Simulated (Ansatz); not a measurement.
# Geometry relaxation, with input and output: SiNH₆Cl (part 1 of 2)

SiNH₆Cl, computed with RKS PBE0/6-31G* (Ansatz 0.2.0).

The input holds or restrains some coordinates. Forces given for the steps count only the free coordinates. It belongs to a series of runs on one base structure; here: pulled along the bonds that form and break, towards end B. Figures and captions count atoms from 1; the log counts them from 0 in places.

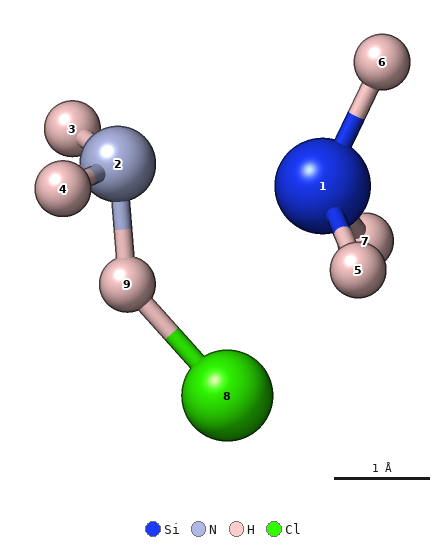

*The starting structure (ball-and-stick view, seen at a tilt; atoms are numbered from 1 in the order of the input).*

Bond lengths as drawn: Cl–H 1.58 Å, H–N 1.06 to 1.27 Å and H–Si 1.46 Å.

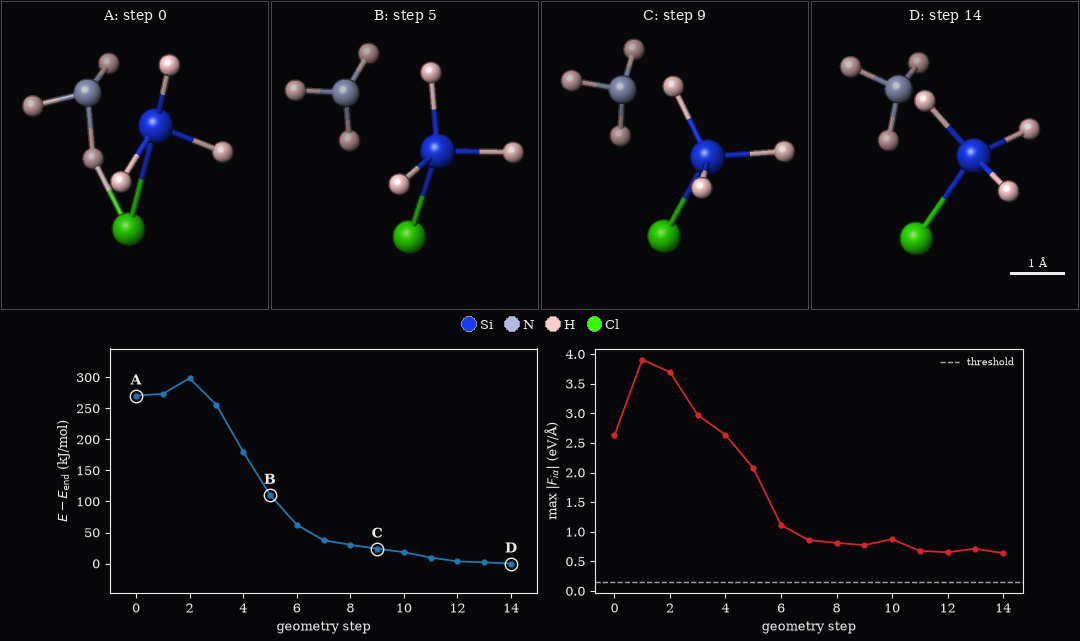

*Frames of the restrained relaxation (ball-and-stick view, seen at a tilt) above the curves, on which the letters mark them (the first geometry is step 0 here and step 1 in the log).*

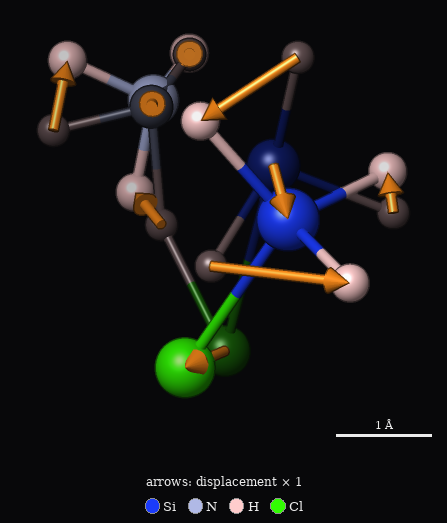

*Start (faint) and end (solid) with the displacements as orange arrows, at true length (ball-and-stick view, seen at a tilt). The two geometries are laid on each other by the best rigid fit.*

After 14 geometry steps the energy has fallen by 270.6 kJ/mol. The largest force component goes from 2.6 to 0.64 eV/Å. The atom that moves furthest after the best rigid fit is H5 (1.63 Å). Largest moves by element: H 1.63 Å, Cl 0.85 Å, Si 0.66 Å, N 0.43 Å. Among the contacts that change: Cl8–H9 1.576 → 2.576 Å, Si1–Cl8 2.430 → 2.115 Å, N2–H9 1.272 → 1.035 Å, N2–H3 1.060 → 1.016 Å. Bonds break: Cl8–H9 (1.58 → 2.58 Å). Among the angles that change: H6–Si1–Cl8 176.6° → 110.4°, H7–Si1–Cl8 72.8° → 110.1°, H5–Si1–Cl8 67.2° → 103.7°. (Atoms are counted from 1 in the order of the input.)

The input and output of the run follow.

## The input
```yaml
crystal:
  periodic: [false, false, false]
  atoms:
    - { symbol: Si, position_ang: [0.0, 0.0, 0.0] }
    - { symbol: "N", position_ang: [0.0, 0.0, 2.17] }
    - { symbol: H, position_ang: [-0.877, -0.2713, 2.7] }
    - { symbol: H, position_ang: [0.877, 0.2713, 2.7] }
    - { symbol: H, position_ang: [1.3768, 0.0, -0.4862] }
    - { symbol: H, position_ang: [-0.6877, 1.1914, -0.4862] }
    - { symbol: H, position_ang: [-0.6877, -1.1914, -0.4862] }
    - { symbol: Cl, position_ang: [1.2683, -1.9259, 0.7662] }
    - { symbol: H, position_ang: [0.6875, -1.044, 1.9357] }
basis:
  gaussian: { orbitals: "6-31G*" }
hamiltonian:
  xc: pbe0
relax:
  f_tol: 0.15
  max_steps: 25
  restrain:
    - { distance: [0, 7], at: 2.13, k: 30.0 }
    - { distance: [8, 1], at: 1.06, k: 30.0 }
    - { distance: [0, 1], at: 3.02, k: 30.0 }
    - { distance: [8, 7], at: 2.57, k: 30.0 }
```

Launched with:
```bash
ansatz run input.yaml --threads 1 --pin off --max-ram 2048MiB --backend cpu --events-out ev --progress --plain --runs-dir out
```

## Log
```
The last accepted step is kept in [file] (removed where the run ends without a failure and the disk answers)
Engine: ansatz 0.2.0, aarch64-unknown-linux-gnu
Functional definition: PBE0
  parameter a = 0.25
  parameter kappa = 0.804
  parameter beta = 0.06672455060314922
  exchange = (1 - a)*pbe_x(kappa = kappa, mu = beta*pi^2/3) + a*exact_x
  correlation = pbe_c(beta = beta)
723 factors; integrals over basis functions are off by at most 6.5e-4 eV
mean field evaluation 1: about -21972.6875 eV, gradient 3.9e1 eV
mean field evaluation 2: about -21969.2493 eV, gradient 5.5e1 eV
mean field evaluation 4: about -21975.7802 eV, gradient 1.5e0 eV
mean field evaluation 8: about -21975.8066 eV, gradient 5.2e-2 eV
mean field evaluation 16: about -21975.8066 eV, gradient 1.8e-5 eV
mean field -21975.80662324 eV, -807.5959976674 hartree, gradient 1.8e-5 eV, S^2 0.000000; 0 other end points of the search recorded, 0 dependent functions left out
the calculation of the forces begins
reference -21975.80664782 eV, -807.5959985707 hartree; 22, 22 occupied and 43, 43 virtual orbitals, 723 factors
relax step   1: F+E_penalty+E_count = -21975.80662324 eV  Δ(F+E_penalty+E_count) = +0.000e0 eV  max|allowed force component| = 2.628e0 eV/Å  E_restraint = 27.68983702 eV  max|allowed force component, restraints' pulls added| = 2.430e1 eV/Å  Δτ_max = 0.0000 Å  (25 SCF iters, accepted)
  distance Si 0 - Cl 7 = 2.4300 Å
  distance H 8 - N 1 = 1.2718 Å
  distance Si 0 - N 1 = 2.1700 Å
  distance H 8 - Cl 7 = 1.5757 Å
these checks for a lower state are left out or cut short: starts, cluster_reference, orbital_swaps, neighbouring_geometries, increment
723 factors; integrals over basis functions are off by at most 6.1e-4 eV
mean field -21975.77796297 eV, -807.5949444217 hartree, gradient 1.1e-5 eV, S^2 0.000000; 0 other end points of the search recorded, 0 dependent functions left out
[... from here on the field's lines of each further geometry are left out, up to the last ...]
relax step   2: F+E_penalty+E_count = -21975.77796297 eV  Δ(F+E_penalty+E_count) = +2.866e-2 eV  max|allowed force component| = 3.907e0 eV/Å  E_restraint = 12.11171835 eV  max|allowed force component, restraints' pulls added| = 1.605e1 eV/Å  Δτ_max = 0.1950 Å  (32 SCF iters, accepted)
relax step   3: F+E_penalty+E_count = -21975.51565289 eV  Δ(F+E_penalty+E_count) = +2.623e-1 eV  max|allowed force component| = 3.696e0 eV/Å  E_restraint = 3.57545308 eV  max|allowed force component, restraints' pulls added| = 7.804e0 eV/Å  Δτ_max = 0.1908 Å  (28 SCF iters, accepted)
relax step   4: F+E_penalty+E_count = -21975.96041996 eV  Δ(F+E_penalty+E_count) = -4.448e-1 eV  max|allowed force component| = 2.971e0 eV/Å  E_restraint = 0.22259162 eV  max|allowed force component, restraints' pulls added| = 2.673e0 eV/Å  Δτ_max = 0.1944 Å  (27 SCF iters, accepted)
relax step   5: F+E_penalty+E_count = -21976.74203619 eV  Δ(F+E_penalty+E_count) = -7.816e-1 eV  max|allowed force component| = 2.638e0 eV/Å  E_restraint = 0.11023208 eV  max|allowed force component, restraints' pulls added| = 2.281e0 eV/Å  Δτ_max = 0.2000 Å  (27 SCF iters, accepted)
relax step   6: F+E_penalty+E_count = -21977.46457085 eV  Δ(F+E_penalty+E_count) = -7.225e-1 eV  max|allowed force component| = 2.077e0 eV/Å  E_restraint = 0.01575668 eV  max|allowed force component, restraints' pulls added| = 1.524e0 eV/Å  Δτ_max = 0.1950 Å  (26 SCF iters, accepted)
relax step   7: F+E_penalty+E_count = -21977.96253105 eV  Δ(F+E_penalty+E_count) = -4.980e-1 eV  max|allowed force component| = 1.115e0 eV/Å  E_restraint = 0.01263135 eV  max|allowed force component, restraints' pulls added| = 4.909e-1 eV/Å  Δτ_max = 0.1952 Å  (27 SCF iters, accepted)
relax step   8: F+E_penalty+E_count = -21978.22181558 eV  Δ(F+E_penalty+E_count) = -2.593e-1 eV  max|allowed force component| = 8.586e-1 eV/Å  E_restraint = 0.01578352 eV  max|allowed force component, restraints' pulls added| = 3.819e-1 eV/Å  Δτ_max = 0.1949 Å  (27 SCF iters, accepted)
relax step   9: F+E_penalty+E_count = -21978.29798622 eV  Δ(F+E_penalty+E_count) = -7.617e-2 eV  max|allowed force component| = 8.119e-1 eV/Å  E_restraint = 0.01601198 eV  max|allowed force component, restraints' pulls added| = 2.588e-1 eV/Å  Δτ_max = 0.1999 Å  (26 SCF iters, accepted)
relax step  10: F+E_penalty+E_count = -21978.36421780 eV  Δ(F+E_penalty+E_count) = -6.623e-2 eV  max|allowed force component| = 7.735e-1 eV/Å  E_restraint = 0.01715547 eV  max|allowed force component, restraints' pulls added| = 1.975e-1 eV/Å  Δτ_max = 0.1997 Å  (25 SCF iters, accepted)
relax step  11: F+E_penalty+E_count = -21978.42155036 eV  Δ(F+E_penalty+E_count) = -5.733e-2 eV  max|allowed force component| = 8.743e-1 eV/Å  E_restraint = 0.02169496 eV  max|allowed force component, restraints' pulls added| = 5.568e-1 eV/Å  Δτ_max = 0.1972 Å  (27 SCF iters, accepted)
relax step  12: F+E_penalty+E_count = -21978.51196224 eV  Δ(F+E_penalty+E_count) = -9.041e-2 eV  max|allowed force component| = 6.786e-1 eV/Å  E_restraint = 0.01322787 eV  max|allowed force component, restraints' pulls added| = 2.921e-1 eV/Å  Δτ_max = 0.1999 Å  (25 SCF iters, accepted)
relax step  13: F+E_penalty+E_count = -21978.57553822 eV  Δ(F+E_penalty+E_count) = -6.358e-2 eV  max|allowed force component| = 6.536e-1 eV/Å  E_restraint = 0.01264095 eV  max|allowed force component, restraints' pulls added| = 1.339e-1 eV/Å  Δτ_max = 0.1988 Å  (25 SCF iters, accepted)
relax step  14: F+E_penalty+E_count = -21978.59113814 eV  Δ(F+E_penalty+E_count) = -1.560e-2 eV  max|allowed force component| = 7.130e-1 eV/Å  E_restraint = 0.01174001 eV  max|allowed force component, restraints' pulls added| = 5.641e-1 eV/Å  Δτ_max = 0.1906 Å  (25 SCF iters, accepted)
the calculation of the forces begins
reference -21978.61167753 eV, -807.6990815112 hartree; 22, 22 occupied and 43, 43 virtual orbitals, 723 factors
relax step  15: F+E_penalty+E_count = -21978.61165296 eV  Δ(F+E_penalty+E_count) = -2.051e-2 eV  max|allowed force component| = 6.395e-1 eV/Å  E_restraint = 0.01308804 eV  max|allowed force component, restraints' pulls added| = 3.830e-2 eV/Å  Δτ_max = 0.1100 Å  (24 SCF iters, accepted)
  distance Si 0 - Cl 7 = 2.1151 Å
  distance H 8 - N 1 = 1.0353 Å
  distance Si 0 - N 1 = 3.0175 Å
  distance H 8 - Cl 7 = 2.5760 Å
723 factors; integrals over basis functions are off by at most 7.6e-4 eV
mean field evaluation 128: about -21978.6117 eV, gradient 2.4e-4 eV
mean field -21978.61165296 eV, -807.6990806081 hartree, gradient 2.3e-5 eV, S^2 0.000000; 1 other end points of the search recorded, 0 dependent functions left out
the calculation of the forces begins
reference -21978.61167753 eV, -807.6990815112 hartree; 22, 22 occupied and 43, 43 virtual orbitals, 723 factors
Total energy: -21978.61167753 eV, -807.6990815112 hartree
Atom 0 at     0.438258    -0.266793    -0.463037 Å, force     0.277850    -0.278348     0.298214 eV/Å
Atom 1 at    -0.247290    -0.202233     2.474819 Å, force     0.477402    -0.619985    -0.030772 eV/Å
Atom 2 at    -1.117675    -0.428982     2.947776 Å, force    -0.022066    -0.010163    -0.005022 eV/Å
Atom 3 at     0.197379     0.532718     3.018046 Å, force     0.006564     0.012821     0.007333 eV/Å
Atom 4 at     0.837980    -0.317683    -1.896769 Å, force    -0.000991    -0.008901    -0.006627 eV/Å
Atom 5 at     0.633840     1.112771     0.032529 Å, force     0.003303    -0.006071    -0.003813 eV/Å
Atom 6 at    -0.943610    -0.777811    -0.335091 Å, force     0.001197     0.005893     0.004592 eV/Å
Atom 7 at     1.791539    -1.589828     0.481345 Å, force    -0.225219     0.265210    -0.321737 eV/Å
Atom 8 at     0.366780    -1.032059     2.553682 Å, force    -0.518039     0.639543     0.057832 eV/Å
Dipole moment:    -0.309890     0.208828     0.367475 e Å
```

## Trajectory as extended XYZ (Å, eV, eV/Å), 15 frames, from step=1 to step=15
```
9
Properties=species:S:1:pos:R:3:forces:R:3 step=1 energy=-21975.80662
Si    0.0000    0.0000    0.0000    0.6086  -0.4369   1.2630
N     0.0000    0.0000    2.1700    1.4065  -1.7989  -1.1597
H    -0.8770   -0.2713    2.7000    1.7079   0.8787  -0.4885
H     0.8770    0.2713    2.7000   -2.0811   0.9292  -0.2678
H     1.3768    0.0000   -0.4862    0.1078   1.2697  -0.4624
H    -0.6877    1.1914   -0.4862   -0.5415   0.7927   0.4434
H    -0.6877   -1.1914   -0.4862   -0.9827   0.2364  -0.1813
Cl    1.2683   -1.9259    0.7662    1.6566  -2.6279   0.6821
H     0.6875   -1.0440    1.9357   -1.8822   0.7570   0.1711
```
